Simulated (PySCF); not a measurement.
## Electronic structure of C6H5FN (SMILES C=CC1=CC(F)=C[N]1) (doublet) in real space

```xyz
13

C     2.2738    0.8556   -0.6086
C     1.5695   -0.0077    0.1472
C     0.1569   -0.0881    0.0968
C    -0.6829   -0.9626    0.8494
C    -1.9478   -0.6540    0.4439
F    -3.0987   -1.1909    0.8494
C    -1.8391    0.3998   -0.5447
N    -0.5939    0.7206   -0.7369
H     1.7578    1.5173   -1.2824
H     3.3474    0.9085   -0.5631
H     2.0679   -0.6819    0.8315
H    -0.3679   -1.6915    1.5677
H    -2.6475    0.8752   -1.0679
```

Geometry: GFN2-xTB.

The calculation used PySCF 2.14.0, density-fitted response routines, UKS B3LYP, pcH-1 on C F H N, non-relativistic, mean-field spin-orbit, GIAO.

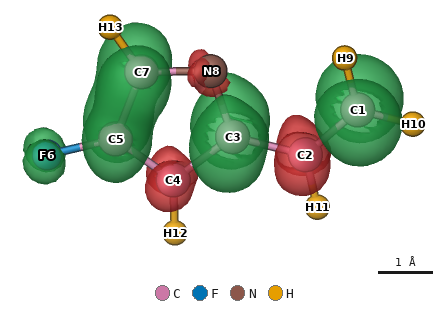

Figure 1. Isosurfaces of the spin density at +0.02 (green) and −0.02 e/Å³ (red), seen at a tilt.

Where is the unpaired spin?

The unpaired spin (1 electron) lies mostly on C1 (about 0.3), C3 (about 0.3), C7 (about 0.2) and C5 (about 0.2), in electrons by Hirshfeld's partition.

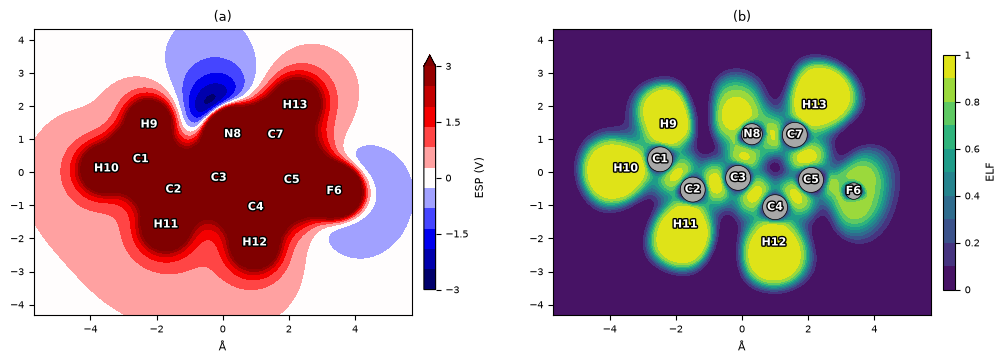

Figure 2. (a) electrostatic potential; (b) electron localisation function on the molecular plane. Grey discs cover the atomic cores in the ELF map.

What does the map show?

Atoms in the plane: C, F, N and H.
C–N (1.30 Å): the ELF peaks at about 0.90 between the atoms: a covalent bond.
C–F (1.33 Å): the ELF peaks at about 0.85 between the atoms (a polar covalent bond).
C–C (1.35 Å): the ELF peaks at about 0.95 between the atoms (a covalent bond).
C–H (1.07 Å): the ELF climbs to about 1 towards the hydrogen, as it does in any bond to H (a covalent bond by its length).
C–N (1.38 Å): the ELF peaks at about 0.90 between the atoms: localised, covalent bonding.
The ELF also peaks beside F6 and N8, away from the bonds: non-bonding electrons, paired or unpaired.
Outside the dense part of the molecule the potential is most negative (−2.6 V) near N8.

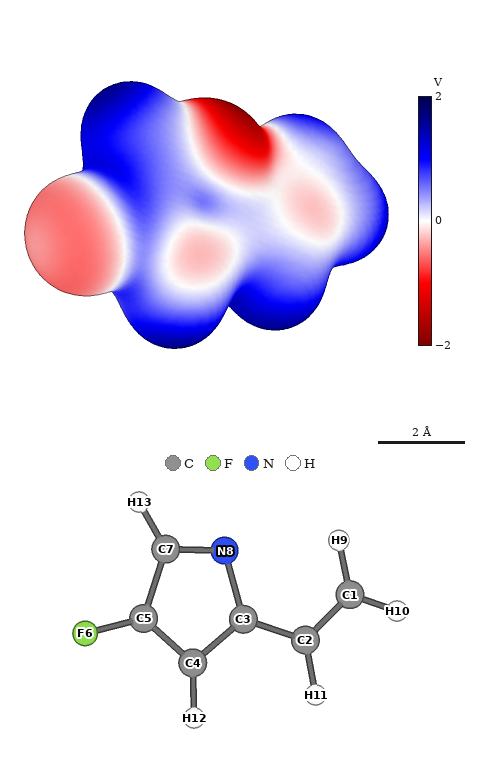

Figure 3. The molecular electrostatic potential painted on the density surface at 0.004 e/bohr³, seen at a tilt; the colour scale runs from red (negative) to blue (positive). The bare structure is drawn below in the same view.

Which sites attract a positive test charge, and which a negative one?

A positive charge is drawn to the negative regions and a negative charge to the positive ones. The most negative region (about −1.9 V, or −44 kcal/mol for a unit charge) lies over N8, the most positive (about +1.6 V, or +37 kcal/mol for a unit charge) over H11, H12 and H13. N8 is the likeliest acceptor of a hydrogen bond.
